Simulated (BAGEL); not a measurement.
**HF/STO-3G (density fitting with cc-pvqz-jkfit) run of HBr (SMILES Br)**

What is the vertical ionisation energy of HBr at HF/STO-3G (density fitting with cc-pvqz-jkfit)? 

The calculation is run with BAGEL 1.2.2.

15 further runs of the same task are left out: 2 that didn't finish, 13 set aside as unsound or not needed.

## (1) The system as given

The species is HBr (2 atoms), meant as a singlet with charge 0. SMILES: `Br`. The shape is that of a PBE0-D4/def2-TZVP optimisation.

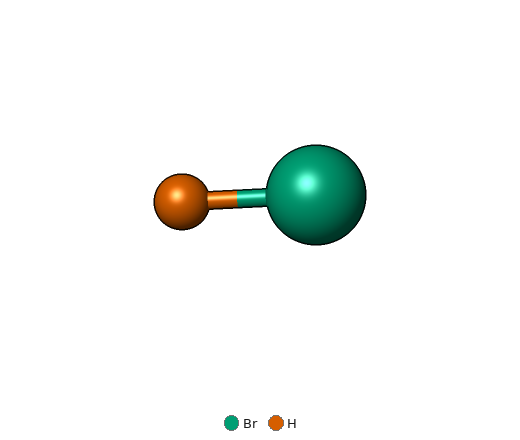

The structure, seen from a chosen angle (bromine teal, hydrogen orange).

## (2) The energy at HF/STO-3G (density fitting with cc-pvqz-jkfit)

job.json

```json
{ "bagel" : [

{
  "title" : "molecule",
  "basis" : "sto-3g",
  "df_basis" : "cc-pvqz-jkfit",
  "angstrom" : true,
  "geometry" : [
    { "atom" : "Br", "xyz" : [   -0.603220,    0.217960,   -0.305050 ] },
    { "atom" : "H", "xyz" : [    0.603220,   -0.217960,    0.305050 ] }
  ]
},
{ "title" : "hf" },
{ "title" : "print", "file" : "orbitals.molden", "orbitals" : true }

]}
```

On the command line:

```bash
$ BAGEL_NUM_THREADS=1 BAGEL job.json > job.out
```

Output:

```text
* using 1 threads per process

  ===============================================================
  ===============================================================

  *** Geometry ***

  { "atom" : "Br", "xyz" : [     -1.139921,      0.411885,     -0.576461 ] },
  { "atom" : "H", "xyz" : [      1.139921,     -0.411885,      0.576461 ] },

  Number of auxiliary basis functions:      269

  Since a DF basis is specified, we compute 2- and 3-index integrals:
    o Being stored without compression. Storage requirement is 0.001 GB

  Number of basis functions:       19
  Number of electrons      :       36

    * METHOD: MOLECULE                             0.04

  *** RHF ***

  === Nuclear Repulsion ===
    13.0387500075

      * DIIS with orbital gradients will be used.

  === RHF iteration (sto-3g) ===
      0      -2545.19961569          0.01043491           0.00
      1      -2545.22191487          0.00084890           0.00
      2      -2545.22204163          0.00002297           0.00
      3      -2545.22204169          0.00000253           0.01
      4      -2545.22204169          0.00000010           0.00
      5      -2545.22204169          0.00000001           0.00
    * SCF iteration converged.

    * Permanent dipole moment:
           (   -0.432732,     0.156358,    -0.218834) a.u.

    * METHOD: HF                                   0.07

    * METHOD: PRINT                                0.00

  ===============================================================
```

Run time: 0.37 s. Hardware: 1 thread of Arm Neoverse V2, shared host; peak memory 0.14 GiB.

## (3) The doublet cation at the same level

input.json

```json
{ "bagel" : [

{
  "title" : "molecule",
  "basis" : "sto-3g",
  "df_basis" : "cc-pvqz-jkfit",
  "angstrom" : true,
  "geometry" : [
    { "atom" : "Br", "xyz" : [   -0.603220,    0.217960,   -0.305050 ] },
    { "atom" : "H", "xyz" : [    0.603220,   -0.217960,    0.305050 ] }
  ]
},
{
  "title" : "uhf",
  "charge" : 1,
  "nopen" : 1
},
{
  "title" : "print",
  "file" : "orbitals.molden",
  "orbitals" : true
}

]}
```

On the command line:

```bash
$ BAGEL_NUM_THREADS=1 BAGEL input.json > input.out
```

Output:

```text
* using 1 threads per process

  ===============================================================
  ===============================================================

  *** Geometry ***

  { "atom" : "Br", "xyz" : [     -1.139921,      0.411885,     -0.576461 ] },
  { "atom" : "H", "xyz" : [      1.139921,     -0.411885,      0.576461 ] },

  Number of auxiliary basis functions:      269

  Since a DF basis is specified, we compute 2- and 3-index integrals:
    o Being stored without compression. Storage requirement is 0.001 GB

  Number of basis functions:       19
  Number of electrons      :       36

    * METHOD: MOLECULE                             0.04

  *** Open-shell HF ***

  === Nuclear Repulsion ===
    13.0387500075

      * DIIS with orbital gradients will be used.

  === UHF iteration (sto-3g) ===
      0      -2544.89449525          0.00788177           0.01
      1      -2544.89885582          0.00092379           0.01
      2      -2544.89903001          0.00015629           0.01
      3      -2544.89908128          0.00001508           0.01
      4      -2544.89910061          0.00000550           0.01
      5      -2544.89911248          0.00000201           0.01
      6      -2544.89911372          0.00000032           0.01
      7      -2544.89911374          0.00000007           0.01
      8      -2544.89911374          0.00000000           0.01
    * SCF iteration converged.

    * S^2 (UHF) is 0.7528

    * Permanent dipole moment:
           (   -0.704660,     0.254613,    -0.356349) a.u.

    * METHOD: UHF                                  0.14

    * METHOD: PRINT                                0.00

  ===============================================================
```

It took 0.42 s on 1 thread of Arm Neoverse V2, shared host; peak memory 0.14 GiB.

## (4) What came out

Level: HF/STO-3G (density fitting with cc-pvqz-jkfit).

| quantity | value |
| --- | --- |
| singlet HBr: total energy | -2545.22204 Eh |
| singlet HBr: dipole moment | 1.30 D |
| singlet HBr: HOMO energy | -9.07 eV |
| singlet HBr: LUMO energy | 10.72 eV |
| singlet HBr: HOMO–LUMO gap | 19.79 eV |
| doublet cation: total energy | -2544.89911 Eh |
| doublet cation: ⟨S²⟩ | 0.753 |
| vertical ionisation energy (to the doublet cation) | 8.787 eV |

**Reading.** The vertical ionisation energy comes to 8.79 eV (848 kJ/mol). −ε(HOMO) before ionisation, 9.07 eV, is 0.29 eV above this ionisation energy. In a minimal basis such a difference can be off by several eV, whatever the method.
